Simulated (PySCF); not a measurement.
# C2H5AlBN: NMR shielding calculation

The run: NMR shielding calculation of C2H5AlBN. Method and program: GIAO OPBE/pcSseg-2 NMR shielding, non-relativistic, gas phase (PySCF 2.14.0).

The geometry comes from this level: PBE0-D3(BJ)/def2-SVP. Figures and captions count atoms from 1; the log counts them from 0 in places.

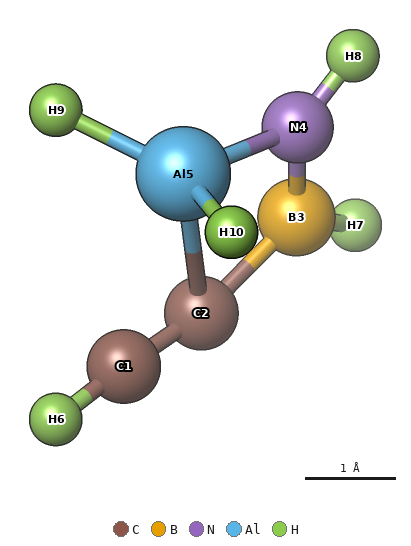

**Figure 1.** The input geometry (ball-and-stick view, seen at an oblique angle; atoms are numbered from 1 in the order of the input). Sticks mark near contacts.

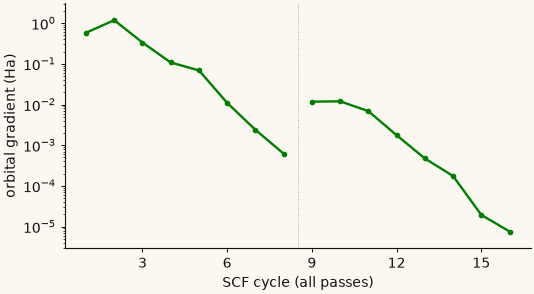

**Figure 2.** Convergence of the self-consistent field: orbital gradient against the SCF cycle. The dotted line marks the change from a coarse to the final integration grid. The first 8 cycles use a coarse grid, the final grid takes over at cycle 9, and the field converges after 16 cycles in all.

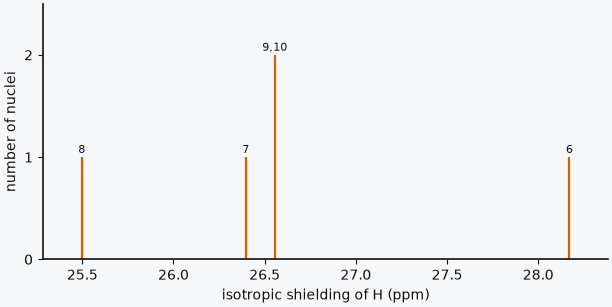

**Figure 3.** Isotropic shieldings of the hydrogen nuclei in this fixed geometry, labelled by atom number; shielding grows to the right, so chemical shift grows to the left. The least shielded is H8 (25.5 ppm), the most shielded H6 (28.2 ppm).

The input and output of the run follow.

Input:
```
{"job": {"kind": "nmr", "xc": "OPBE", "basis": "pcSseg-2", "pop": false}, "charge": 0, "multiplicity": 1}
C      1.629060     0.085524    -0.133134
C      0.946062    -0.916459    -0.305146
B     -0.279406    -1.869415    -0.538555
N     -1.417803    -1.083753    -0.609975
Al    -0.817103     0.675521    -0.378569
H      2.305924     0.910121     0.021536
H     -0.180892    -3.067748    -0.629440
H     -2.330571    -1.498995    -0.755990
H     -1.012773     1.329577     1.057295
H     -0.680534     1.575134    -1.682129
```

The first line tells a small driver script what to run in PySCF; the rest is the geometry in Å.

Command:
```bash
OMP_NUM_THREADS=1 python <driver script> task.json out
```

What the program printed:
```
coarse grid: 9048 points
cycle   1  E = -401.0939193195  dE =  3.046e-01  |g| = 5.799e-01  |ddm| = 2.466e+00
cycle   2  E = -400.8058253722  dE =  2.881e-01  |g| = 1.184e+00  |ddm| = 1.257e+00
cycle   3  E = -401.1447082010  dE = -3.389e-01  |g| = 3.340e-01  |ddm| = 9.399e-01
cycle   4  E = -401.1737302383  dE = -2.902e-02  |g| = 1.080e-01  |ddm| = 2.936e-01
cycle   5  E = -401.1755092228  dE = -1.779e-03  |g| = 6.907e-02  |ddm| = 1.031e-01
cycle   6  E = -401.1767303440  dE = -1.221e-03  |g| = 1.098e-02  |ddm| = 5.216e-02
cycle   7  E = -401.1767692225  dE = -3.888e-05  |g| = 2.394e-03  |ddm| = 1.372e-02
cycle   8  E = -401.1767706549  dE = -1.432e-06  |g| = 6.187e-04  |ddm| = 2.438e-03
final grid: 83368 points
cycle   9  E = -401.1820303102  dE = -2.367e-04  |g| = 1.175e-02  |ddm| = 1.184e-01
cycle  10  E = -401.1820163509  dE =  1.396e-05  |g| = 1.200e-02  |ddm| = 2.138e-02
cycle  11  E = -401.1820440792  dE = -2.773e-05  |g| = 6.882e-03  |ddm| = 1.413e-02
cycle  12  E = -401.1820556992  dE = -1.162e-05  |g| = 1.763e-03  |ddm| = 4.924e-03
cycle  13  E = -401.1820564590  dE = -7.598e-07  |g| = 4.728e-04  |ddm| = 1.468e-03
cycle  14  E = -401.1820565104  dE = -5.145e-08  |g| = 1.748e-04  |ddm| = 3.478e-04
cycle  15  E = -401.1820565171  dE = -6.666e-09  |g| = 1.936e-05  |ddm| = 1.011e-04
cycle  16  E = -401.1820565172  dE = -9.743e-11  |g| = 7.552e-06  |ddm| = 2.230e-05
converged SCF energy = -401.1820565172

GIAO shielding tensors (ppm)
atom      isotropic    diamagn.    paramagn.     s11        s22        s33       span
  0 C       84.625     272.945    -188.320     13.074     23.084    217.718    204.645
  1 C       84.421     265.752    -181.331    -13.313     -7.888    274.462    287.775
  2 B       72.545     200.322    -127.776     21.086     81.001    115.548     94.462
  3 N       96.792     323.658    -226.866    -68.157     92.002    266.532    334.689
  4 Al     429.238     796.643    -367.405    389.306    402.697    495.711    106.405
  5 H       28.171      33.274      -5.103     23.776     24.469     36.268     12.492
  6 H       26.397      27.538      -1.141     24.857     25.938     28.395      3.538
  7 H       25.497      29.389      -3.892     23.534     24.519     28.439      4.904
  8 H       26.555      31.130      -4.575     24.064     24.602     30.999      6.935
  9 H       26.556      30.206      -3.650     24.066     24.598     31.005      6.940
```

Key numbers:

- outcome: converged
- total energy: −401.182057 hartree
- HOMO: −6.51 eV
- LUMO: −2.17 eV
- dipole moment: 0.62 D
- isotropic shielding, C: 84.4 to 84.6 ppm
- isotropic shielding, B: 72.5 ppm
- isotropic shielding, N: 96.8 ppm
- isotropic shielding, Al: 429.2 ppm
- isotropic shielding, H: 25.5 to 28.2 ppm
- hardware: 1 CPU thread, shared host
- wall time: 55 s
- peak memory: 0.77 GiB
